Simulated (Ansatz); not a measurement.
Run report: SiN$_{2}$H$_{5}$OF, single-point calculation

System: SiN$_{2}$H$_{5}$OF.
Method: RKS PBE0-D4/def2-TZVPP (Ansatz 0.2.0).

The geometry comes from this level: PBE0-D4/def2-TZVP.

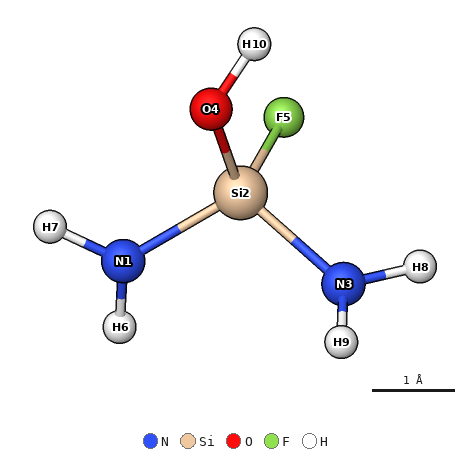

*The structure (ball-and-stick view, seen at a tilt; atoms are numbered from 1 in the order of the input).*

Bond lengths as drawn: F–Si 1.60 Å, H–N 1.00 to 1.01 Å, H–O 0.96 Å, N–Si 1.68 to 1.69 Å and O–Si 1.64 Å.

**The input**
```yaml
crystal:
  periodic: [false, false, false]
  atoms:
    - {symbol: N, position_ang: [-0.415753, 1.495419, -0.024829]}
    - {symbol: Si, position_ang: [0.063393, -0.096398, -0.298275]}
    - {symbol: N, position_ang: [-0.488663, -1.065147, 0.977805]}
    - {symbol: O, position_ang: [1.670979, 0.022602, -0.585141]}
    - {symbol: F, position_ang: [-0.553869, -0.827115, -1.586609]}
    - {symbol: H, position_ang: [-1.328326, 1.723125, 0.327296]}
    - {symbol: H, position_ang: [0.046591, 2.271965, -0.464079]}
    - {symbol: H, position_ang: [-0.741180, -2.027080, 0.831054]}
    - {symbol: H, position_ang: [-0.238858, -0.873712, 1.932481]}
    - {symbol: H, position_ang: [2.068785, -0.674859, -1.106904]}
basis:
  gaussian: {orbitals: def2-TZVPP}
hamiltonian: {xc: pbe0, dispersion: d4}
output: {orbitals: {seedname: orbitals}}
```

Machine: 4 threads of Arm Neoverse V1, 23 GiB of memory available, shared host.

Run as:
```bash
ansatz run in.yaml --threads 4 --pin off --events-out ev --progress --plain --max-ram 10444MiB
```

**What the program printed**
```
Functional definition: PBE0
  name "PBE0"
  cite "Adamo & Barone, J. Chem. Phys. 110, 6158 (1999) doi:10.1063/1.478522"
  cite "Perdew, Burke & Ernzerhof, Phys. Rev. Lett. 77, 3865 (1996) doi:10.1103/PhysRevLett.77.3865"
  parent pbe
  parameter a = 0.25
  parameter kappa = 0.804
  parameter beta = 0.06672455060314922
  exchange = (1 - a)*pbe_x(kappa = kappa, mu = beta*pi^2/3) + a*exact_x
  correlation = pbe_c(beta = beta)
1203 factors; their error is unknown
mean field evaluation 1: about -15686.2685 eV, gradient 9.4e1 eV
mean field evaluation 2: about -15674.2316 eV, gradient 1.2e2 eV
mean field evaluation 4: about -15700.7552 eV, gradient 6.1e0 eV
mean field evaluation 8: about -15700.8085 eV, gradient 6.1e-2 eV
mean field evaluation 16: about -15700.8486 eV, gradient 3.1e-5 eV
mean field -15700.84860391 eV, -576.9955437762 hartree, gradient 3.1e-5 eV, S^2 0.000000; 0 other end points of the search recorded, 0 dependent functions left out
reference -15700.84863291 eV, -576.9955448421 hartree; 25, 25 occupied and 211, 211 virtual orbitals, 1203 factors
Total energy: -15701.01721977 eV, -577.0017402949 hartree
```

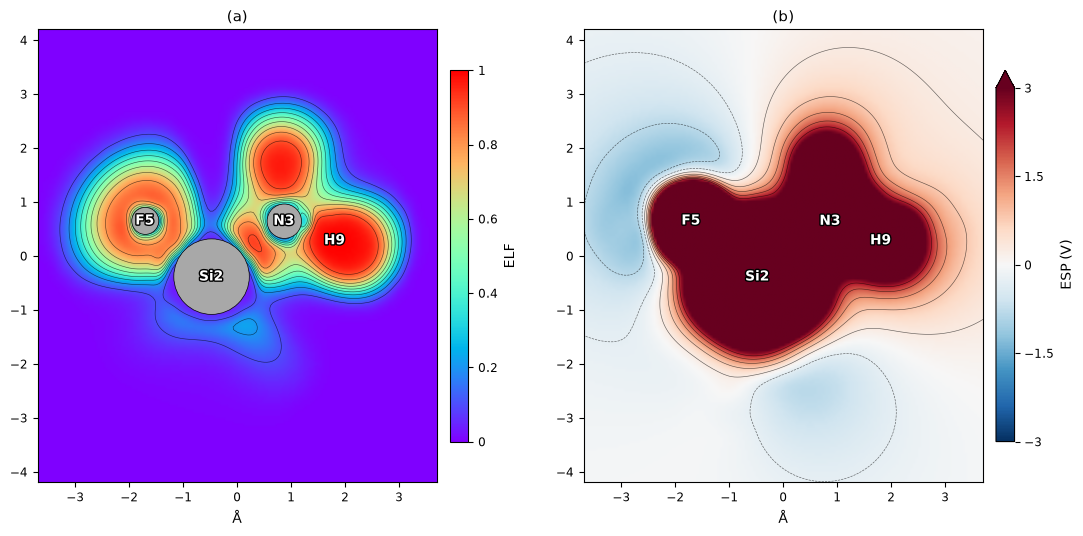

*(a) ELF; (b) electrostatic potential on the plane of atoms N3, Si2 and F5. Grey discs, where drawn, cover atomic cores.*

The section cuts through Si, N, F and H sites.

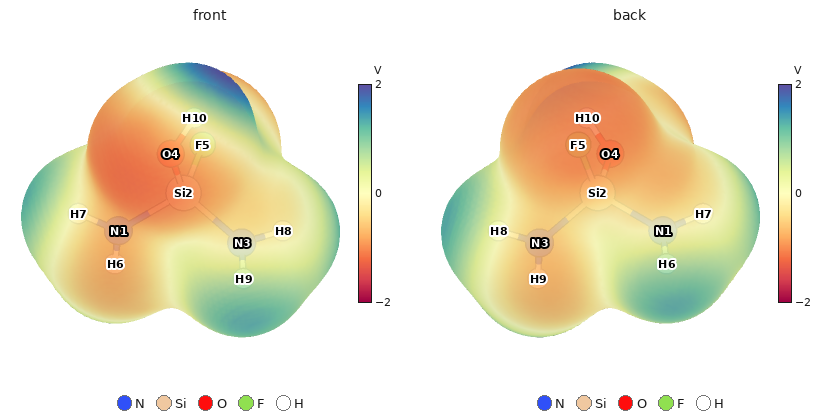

*The molecular electrostatic potential painted on the density surface at 0.001 e/bohr³, seen at a tilt and from behind; the colour scale runs from red (negative) to blue (positive).*

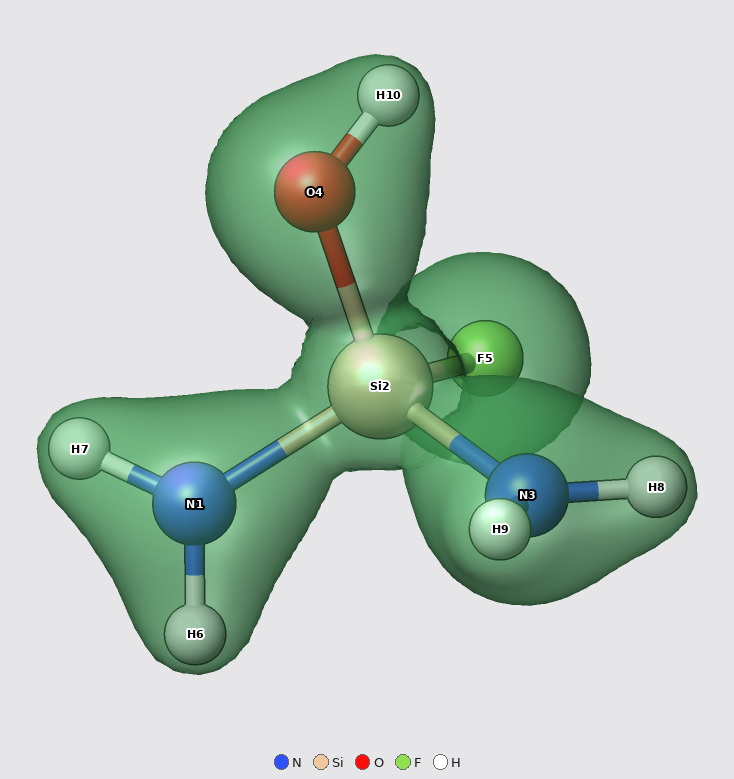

*Isosurface of the electron density at 0.6 e/Å³ (green), seen at a tilt.*

At this value the surface is in one piece. On the grid the lowest density along these lines, outside the cores, is 1 e/Å³ (Si–F, 1.60 Å), 1.1 e/Å³ (Si–O, 1.64 Å), 1.1 e/Å³ (Si–N, 1.68 Å) and 2.5 e/Å³ (O–H, 0.96 Å).

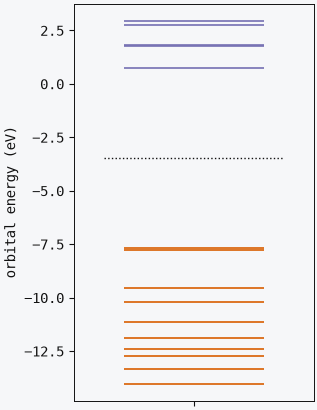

*Orbital energies near the frontier; the dotted line parts filled from empty levels, and levels within 0.02 eV of each other stand side by side.*

Highest filled −7.67 eV, lowest empty 0.74 eV, 8.41 eV apart.

**Key numbers**

```csv
quantity,value
outcome,converged
total energy,−15701.0172 eV
mean-field energy,−15700.8486 eV
dispersion energy,−0.1686 eV
SCF solution under orbital rotations,stable
HOMO,−7.67 eV
LUMO,0.74 eV
wall time,2.4 s (CPU time 8.7 s)
peak memory,0.52 GiB
```
